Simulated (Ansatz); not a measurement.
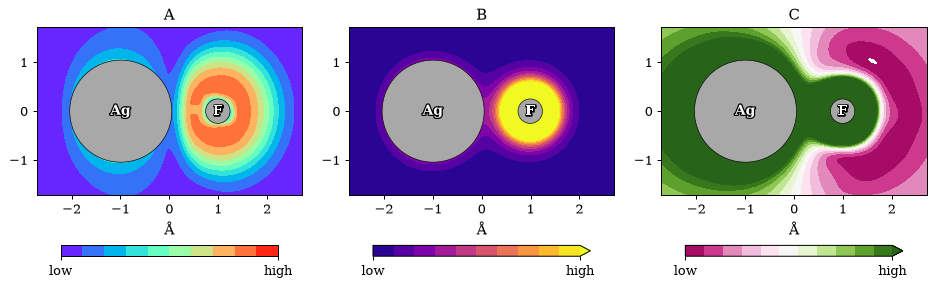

AgF: 3 fields on a plane that holds the molecular axis, with unlabelled colour scales. Grey discs cover the atomic cores.

Geometry: PBE0-D4/def2-TZVP; core potentials replace the inner electrons of Ag.

Theory: Ansatz 0.2.0, RKS PBE0-D4/def2-TZVPPD.

```csv
atom,x (Å),y (Å),z (Å)
Ag,0.0000,0.0000,-0.9931
F,0.0000,0.0000,0.9931
```

> Match the panels to the quantities (electron density, electron localisation function and electrostatic potential).

Panel A: electron localisation function. Panel B: electron density. Panel C: electrostatic potential (strongly positive close to the atoms, with negative regions outside electron-rich atoms). From the grid: Ag–F (1.99 Å): ρ is about 0.74 e/Å³ halfway; the ELF peaks at about 0.80 in the valence shell of F, 0.5 Å from its nucleus, and drops to about 0.15 between the two atoms.
